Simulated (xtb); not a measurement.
## Frequency calculation of AlNH$_{3}$BrO

AlNH$_{3}$BrO, SMILES [NH2][Al]([OH])[Br], computed with GFN2-xTB (xtb 6.7.1).

The geometry was optimised with GFN2-xTB path maximum.

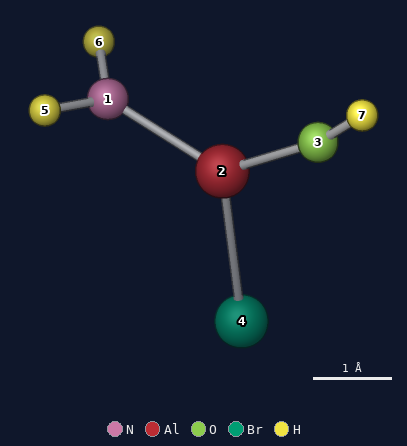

*The input geometry (ball-and-stick view, seen at a tilt; atoms are numbered from 1 in the order of the input). Sticks mark near contacts.*

Bond lengths as drawn: Al–Br 2.26 Å, Al–N 1.77 Å, Al–O 1.63 Å, H–N 1.01 Å and H–O 0.94 Å.

Input (start.xyz)
```
7

N     -0.576089     1.205131     0.085129
Al    -0.056237    -0.470679    -0.110633
O      1.446158    -1.080718     0.076519
Br    -1.635726    -1.970854    -0.705467
H     -0.862132     1.535544     0.994966
H     -0.567101     1.920757    -0.627924
H      2.348585    -1.252134     0.291951
```

Run on 1 thread of AMD EPYC (Zen 5), 16 GiB of memory available, shared host.

Run as:
```bash
xtb start.xyz --uhf 0 --gfn 2 --hess > run.log
```

Output
```
* xtb version 6.7.1
   ID    Z sym.   atoms
    1    7 N      1
    2   13 Al     2
    3    8 O      3
    4   35 Br     4
    5    1 H      5-7

           -------------------------------------------------
          |                Calculation Setup                |
           -------------------------------------------------

          program call               : xtb start.xyz --uhf 0 --gfn 2 --hess
          coordinate file            : start.xyz
          omp threads                :                     1

           -------------------------------------------------
          |                 G F N 2 - x T B                 |
           -------------------------------------------------

      * Hamiltonian:
        H0-scaling (s, p, d)           1.850000    2.230000    2.230000
        zeta-weighting                 0.500000
      * Dispersion:
        s8                             2.700000
        a1                             0.520000
        a2                             5.000000
        s9                             5.000000
      * Repulsion:
        kExp                           1.500000    1.000000
        rExp                           1.000000
      * Coulomb:
        alpha                          2.000000
        third order                    shell-resolved
        anisotropic                    true
        a3                             3.000000
        a5                             4.000000
        cn-shift                       1.200000
        cn-exp                         4.000000
        max-rad                        5.000000

          ...................................................
          :                      SETUP                      :
          :.................................................:
          :  # basis functions                  31          :
          :  # atomic orbitals                  29          :
          :  # shells                           13          :
          :  # electrons                        24          :
          :  max. iterations                   250          :
          :  Hamiltonian                  GFN2-xTB          :
          :  restarted?                      false          :
          :  GBSA solvation                  false          :
          :  PC potential                    false          :
          :  electronic temp.          300.0000000     K    :
          :  accuracy                    1.0000000          :
          :  -> integral cutoff          0.2500000E+02      :
          :  -> integral neglect         0.1000000E-07      :
          :  -> SCF convergence          0.1000000E-05 Eh   :
          :  -> wf. convergence          0.1000000E-03 e    :
          :  Broyden damping             0.4000000          :
          :  net charge                          0          :
          :  unpaired electrons                  0          :
          ...................................................

 iter      E             dE          RMSdq      gap      omega  full diag
   1    -13.8577234 -0.138577E+02  0.209E+01    3.29       0.0  T
   2    -13.9019436 -0.442202E-01  0.102E+01    4.06       1.0  T
   3    -13.9079609 -0.601730E-02  0.570E+00    3.37       1.0  T
   4    -13.9211258 -0.131649E-01  0.138E+00    3.66       1.0  T
   5    -13.9214667 -0.340832E-03  0.712E-01    3.87       1.0  T
   6    -13.9226092 -0.114258E-02  0.673E-01    3.74       1.0  T
   7    -13.9227163 -0.107053E-03  0.477E-01    3.79       1.0  T
   8    -13.9227724 -0.561296E-04  0.345E-01    3.72       1.0  T
   9    -13.9227489  0.234740E-04  0.204E-01    3.83       1.0  T
  10    -13.9229780 -0.229061E-03  0.313E-02    3.77       1.2  T
  11    -13.9229782 -0.186752E-06  0.261E-02    3.78       1.5  T
  12    -13.9229799 -0.173624E-05  0.219E-03    3.77      17.3  T
  13    -13.9229799 -0.619090E-08  0.164E-03    3.77      23.0  T
  14    -13.9229799 -0.415349E-08  0.357E-04    3.77     105.9  T
  15    -13.9229799 -0.476525E-10  0.132E-04    3.77     286.8  T

   *** convergence criteria satisfied after 15 iterations ***

         #    Occupation            Energy/Eh            Energy/eV
      -------------------------------------------------------------
         1        2.0000           -0.8211829             -22.3455
       ...           ...                  ...                  ...
         6        2.0000           -0.4920400             -13.3891
         7        2.0000           -0.4869232             -13.2499
         8        2.0000           -0.4809619             -13.0876
         9        2.0000           -0.4297112             -11.6930
        10        2.0000           -0.4205421             -11.4435
        11        2.0000           -0.4192502             -11.4084
        12        2.0000           -0.3923858             -10.6774 (HOMO)
        13                         -0.2537814              -6.9057 (LUMO)
        14                         -0.1357536              -3.6940
        15                         -0.0435788              -1.1858
        16                         -0.0320996              -0.8735
        17                         -0.0116187              -0.3162
       ...                                ...                  ...
        29                          1.6189590              44.0541
      -------------------------------------------------------------
                  HL-Gap            0.1386045 Eh            3.7716 eV
             Fermi-level           -0.3230836 Eh           -8.7916 eV

 SCC (total)                   0 d,  0 h,  0 min,  0.003 sec
 SCC setup                      ...        0 min,  0.000 sec (  1.400%)
 Dispersion                     ...        0 min,  0.000 sec (  0.721%)
 classical contributions        ...        0 min,  0.000 sec (  0.303%)
 integral evaluation            ...        0 min,  0.000 sec ( 13.873%)
 iterations                     ...        0 min,  0.002 sec ( 59.950%)
 molecular gradient             ...        0 min,  0.001 sec ( 22.363%)
 printout                       ...        0 min,  0.000 sec (  1.177%)

         :::::::::::::::::::::::::::::::::::::::::::::::::::::
         ::                     SUMMARY                     ::
         :::::::::::::::::::::::::::::::::::::::::::::::::::::
         :: total energy             -13.817864139774 Eh    ::
         :: gradient norm              0.014689309397 Eh/a0 ::
         :: HOMO-LUMO gap              3.771620042099 eV    ::
         ::.................................................::
         :: SCC energy               -13.922976011581 Eh    ::
         :: -> isotropic ES            0.078778066706 Eh    ::
         :: -> anisotropic ES         -0.000178482318 Eh    ::
         :: -> anisotropic XC         -0.015887812854 Eh    ::
         :: -> dispersion             -0.003427177282 Eh    ::
         :: repulsion energy           0.105111871807 Eh    ::
         :: add. restraining           0.000000000000 Eh    ::
         :: total charge              -0.000000000000 e     ::
         :::::::::::::::::::::::::::::::::::::::::::::::::::::

           -------------------------------------------------
          |                Numerical Hessian                |
           -------------------------------------------------
step length          :   0.00500
SCC accuracy         :   0.30000
Hessian scale factor :   1.00000
frozen atoms in %    :   0.00000    0
RMS gradient         :   0.01469 !! INCOMPLETELY OPTIMIZED GEOMETRY !!
estimated CPU  time      0.00 min

writing file <hessian>.

 projected vibrational frequencies (cm⁻¹)
eigval :       -0.00    -0.00     0.00     0.00     0.00     0.00
eigval :     -259.37    89.88   147.49   167.81   207.63   296.78
eigval :      418.17   435.02   536.69   776.87   962.54  1453.12
eigval :     3413.69  3466.22  3815.51
           -------------------------------------------------
          |                Property Printout                |
           -------------------------------------------------

    * Orbital Energies and Occupations

         #    Occupation            Energy/Eh            Energy/eV
      -------------------------------------------------------------
         1        2.0000           -0.8211830             -22.3455
         2        2.0000           -0.6910532             -18.8045
         3        2.0000           -0.6048280             -16.4582
         4        2.0000           -0.5841737             -15.8962
         5        2.0000           -0.5218876             -14.2013
         6        2.0000           -0.4920396             -13.3891
         7        2.0000           -0.4869231             -13.2499
         8        2.0000           -0.4809616             -13.0876
         9        2.0000           -0.4297112             -11.6930
        10        2.0000           -0.4205422             -11.4435
        11        2.0000           -0.4192502             -11.4084
        12        2.0000           -0.3923858             -10.6774 (HOMO)
        13                         -0.2537804              -6.9057 (LUMO)
        14                         -0.1357530              -3.6940
        15                         -0.0435786              -1.1858
        16                         -0.0320991              -0.8735
        17                         -0.0116184              -0.3162
        18                          0.0111209               0.3026
        19                          0.0400351               1.0894
        20                          0.0621578               1.6914
        21                          0.0887458               2.4149
        22                          0.0997387               2.7140
        23                          0.1340299               3.6471
       ...                                ...                  ...
        29                          1.6189596              44.0541
      -------------------------------------------------------------
                  HL-Gap            0.1386054 Eh            3.7716 eV
             Fermi-level           -0.3230831 Eh           -8.7915 eV

     #   Z          covCN         q      C6AA      α(0)
     1   7 N        2.504    -0.416    30.866     8.251
     2  13 Al       2.316     0.405   106.713    22.093
     3   8 O        1.542    -0.462    22.177     6.353
     4  35 Br       0.793    -0.187   189.831    22.213
     5   1 H        0.863     0.171     1.268     1.764
     6   1 H        0.861     0.173     1.253     1.753
     7   1 H        0.807     0.316     0.673     1.289

 Mol. C6AA /au·bohr⁶  :       1362.746965
 Mol. C8AA /au·bohr⁸  :      70092.870385
 Mol. α(0) /au        :         63.715798

Wiberg/Mayer (AO) data.
largest (>0.10) Wiberg bond orders for each atom

 ---------------------------------------------------------------------------
     #   Z sym  total        # sym  WBO       # sym  WBO       # sym  WBO
 ---------------------------------------------------------------------------
     1   7 N    3.209 --     2 Al   1.235     6 H    0.924     5 H    0.923
     2  13 Al   3.904 --     3 O    1.367     1 N    1.235     4 Br   1.191
     3   8 O    2.304 --     2 Al   1.367     7 H    0.859
     4  35 Br   1.323 --     2 Al   1.191
     5   1 H    0.971 --     1 N    0.923
     6   1 H    0.970 --     1 N    0.924
     7   1 H    0.900 --     3 O    0.859
 ---------------------------------------------------------------------------

Topologies differ in total number of bonds
Writing topology from bond orders to xtbtopo.mol

molecular dipole:
                 x           y           z       tot (Debye)
 q only:        0.665       0.710       0.321
   full:        1.593       1.554       0.684       5.918
molecular quadrupole (traceless):
                xx          xy          yy          xz          yz          zz
 q only:        1.285      -4.963      -1.750      -0.600      -1.646       0.465
  q+dip:       -0.264     -14.030      -3.689      -3.434      -4.736       3.953
   full:       -1.717     -13.407      -5.512      -4.342      -5.483       7.229

           -------------------------------------------------
Molecule has no symmetry elements
It seems to be the C1 point group
          |               Frequency Printout                |
           -------------------------------------------------
 projected vibrational frequencies (cm⁻¹)
eigval :       -0.00    -0.00     0.00     0.00     0.00     0.00
eigval :     -259.37    89.88   147.49   167.81   207.63   296.78
eigval :      418.17   435.02   536.69   776.87   962.54  1453.12
eigval :     3413.69  3466.22  3815.51
 reduced masses (amu)
   1: 27.35   2: 75.17   3: 60.60   4: 40.21   5: 36.05   6: 13.01   7:  4.52   8:  4.33
   9: 22.16  10: 21.84  11: 20.50  12:  3.52  13: 36.75  14:  2.75  15:  5.06  16: 17.59
  17: 20.38  18:  2.41  19:  1.52  20:  2.13  21:  1.94
 IR intensities (km·mol⁻¹)
   1:  1.02   2:  2.38   3:  2.32   4:  1.92   5:  1.87   6:  0.73   7:173.20   8:  4.82
   9: 12.73  10: 15.20  11:  9.40  12:101.82  13: 42.61  14:108.89  15: 91.93  16:103.56
  17:159.63  18: 43.62  19:  3.51  20:  3.33  21: 43.07
 Raman intensities (Ä⁴*amu⁻¹)
   1:  0.00   2:  0.00   3:  0.00   4:  0.00   5:  0.00   6:  0.00   7:  0.00   8:  0.00
   9:  0.00  10:  0.00  11:  0.00  12:  0.00  13:  0.00  14:  0.00  15:  0.00  16:  0.00
  17:  0.00  18:  0.00  19:  0.00  20:  0.00  21:  0.00
 output can be read by thermo (or use thermo option).
 writing <g98.out> molden fake output.
 recommended (thermochemical) frequency scaling factor: 1.0
           -------------------------------------------------
          |             Thermodynamic Functions             |
           -------------------------------------------------

c1  symmetry found (for desy threshold:  0.10E+00) used in thermo

          ...................................................
          :                      SETUP                      :
          :.................................................:
          :  # frequencies                          14      :
          :  # imaginary freq.                       1      :
          :  linear?                             false      :
          :  only rotor calc.                    false      :
          :  symmetry                               c1      :
          :  rotational number                       1      :
          :  scaling factor                  1.0000000      :
          :  rotor cutoff                   50.0000000 cm⁻¹ :
          :  imag. cutoff                  -20.0000000 cm⁻¹ :
          :.................................................:

    mode    ω/cm⁻¹     T·S(HO)/kcal·mol⁻¹    T·S(FR)/kcal·mol⁻¹   T·S(vib)
   ------------------------------------------------------------------------
       1     89.88    -1.09205 ( 91.26%)    -0.88259 (  8.74%)    -1.07374
       2    147.49    -0.80631 ( 98.70%)    -0.73595 (  1.30%)    -0.80539
       3    167.81    -0.73341 ( 99.22%)    -0.69773 (  0.78%)    -0.73313
       4    207.63    -0.61550 ( 99.66%)    -0.63467 (  0.34%)    -0.61556
       5    296.78    -0.42784 ( 99.92%)    -0.52888 (  0.08%)    -0.42792
   ------------------------------------------------------------------------

   temp. (K)  partition function   enthalpy   heat capacity  entropy
                                   cal/mol     cal/K/mol   cal/K/mol   J/K/mol
 298.15  VIB   30.7                 2440.463     14.338     14.925
         ROT  0.208E+06              888.752      2.981     27.317
         INT  0.639E+07             3329.216     17.319     42.243
         TR   0.160E+28             1481.254      4.968     40.701
         TOT                        4810.4695    22.2870    82.9433   347.0348

       T/K    H(0)-H(T)+PV         H(T)/Eh          T*S/Eh         G(T)/Eh
   ------------------------------------------------------------------------
    298.15    0.766597E-02    0.445436E-01    0.394090E-01    0.513456E-02
   ------------------------------------------------------------------------

         :::::::::::::::::::::::::::::::::::::::::::::::::::::
         ::                  THERMODYNAMIC                  ::
         :::::::::::::::::::::::::::::::::::::::::::::::::::::
         :: total free energy         -13.812729581916 Eh   ::
         ::.................................................::
         :: total energy              -13.817864139810 Eh   ::
         :: zero point energy           0.036877632754 Eh   ::
         :: G(RRHO) w/o ZPVE           -0.031743074860 Eh   ::
         :: G(RRHO) contrib.            0.005134557894 Eh   ::
         :::::::::::::::::::::::::::::::::::::::::::::::::::::
imag cut-off (cm-1) :    5.00
 found            1  significant imaginary frequency
 writing imag mode distorted coords to xtbhess.xyz
 for further optimization.

           -------------------------------------------------
          | TOTAL ENERGY              -13.817864139810 Eh   |
          | TOTAL ENTHALPY            -13.773320535979 Eh   |
          | TOTAL FREE ENERGY         -13.812729581916 Eh   |
          | GRADIENT NORM               0.014689261350 Eh/α |
          | HOMO-LUMO GAP               3.771645542424 eV   |
           -------------------------------------------------
########################################################################
[WARNING] Runtime exception occurred
-1- hessian_numhess: Hessian on incompletely optimized geometry!
########################################################################

------------------------------------------------------------------------
------------------------------------------------------------------------
 total:
 *  cpu-time:     0 d,  0 h,  0 min,  0.078 sec
 * ratio c/w:     1.000 speedup
 SCF:
 *  cpu-time:     0 d,  0 h,  0 min,  0.003 sec
 * ratio c/w:     1.000 speedup
 analytical hessian:
 *  cpu-time:     0 d,  0 h,  0 min,  0.070 sec
 * ratio c/w:     1.000 speedup
```

File vibspectrum
```
$vibrational spectrum
#  mode     symmetry     wave number   IR intensity    selection rules
#                         cm**(-1)      (km*mol⁻¹)        IR
     1                      -0.00         0.00000          -
     2                      -0.00         0.00000          -
     3                       0.00         0.00000          -
     4                       0.00         0.00000          -
     5                       0.00         0.00000          -
     6                       0.00         0.00000          -
     7        a           -259.37       173.19875         YES
     8        a             89.88         4.81533         YES
     9        a            147.49        12.72709         YES
    10        a            167.81        15.20354         YES
    11        a            207.63         9.40395         YES
    12        a            296.78       101.82245         YES
    13        a            418.17        42.60968         YES
    14        a            435.02       108.88709         YES
    15        a            536.69        91.92801         YES
    16        a            776.87       103.56442         YES
    17        a            962.54       159.63181         YES
    18        a           1453.12        43.61715         YES
    19        a           3413.69         3.50786         YES
    20        a           3466.22         3.33139         YES
    21        a           3815.51        43.07183         YES
$end
```

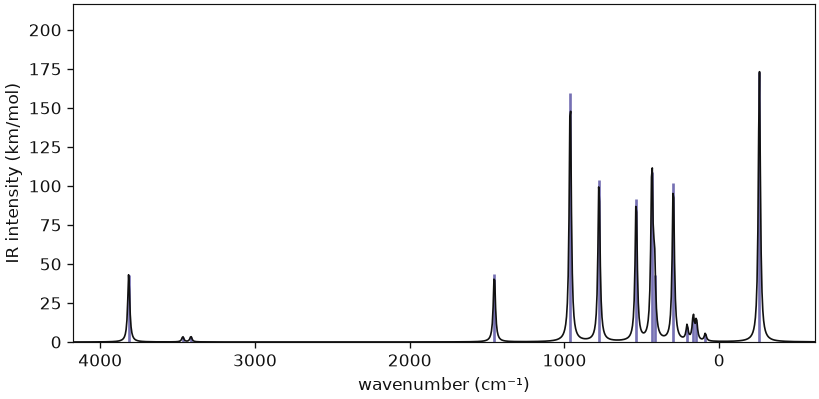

*Harmonic infrared spectrum, unscaled: sticks (degenerate modes added up, dark ones marked on the axis) with a Lorentzian envelope of 16 cm⁻¹ full width, scaled to the tallest stick; imaginary modes are drawn at negative wavenumbers.*

15 modes from 259i to 3816 cm⁻¹, 1 imaginary beyond 8i (259i cm⁻¹): a first-order saddle point, if the geometry is stationary. The strongest line is at 259i cm⁻¹ (173 km/mol). All modes, in cm⁻¹ (km/mol): 259i (173), 90 (4.8), 147 (12.7), 168 (15.2), 208 (9.4), 297 (102), 418 (43), 435 (109), 537 (92), 777 (104), 963 (160), 1453 (44), 3414 (3.5), 3466 (3.3), 3816 (43).

Summary

- outcome: converged
- electrons treated: 24
- total energy: −13.817864 hartree
- dispersion energy: −0.003427 hartree
- basis functions: 31
- HOMO: −10.68 eV
- LUMO: −6.91 eV
- zero-point energy: 0.036878 hartree
- dipole moment: 5.92 D
- wavenumbers, lowest and highest: 259i and 3816 cm⁻¹
- peak memory: 0.073 GiB

Settings chosen away from the usual ones: method = gfn2-xtb; task = frequencies; geo = {"prev": "T"}; x = {}. These settings are looser than, or depart from, a standard set-up, so the numbers are not reference values for this system. Notes on the run: -1- hessian_numhess: Hessian on incompletely optimized geometry!.
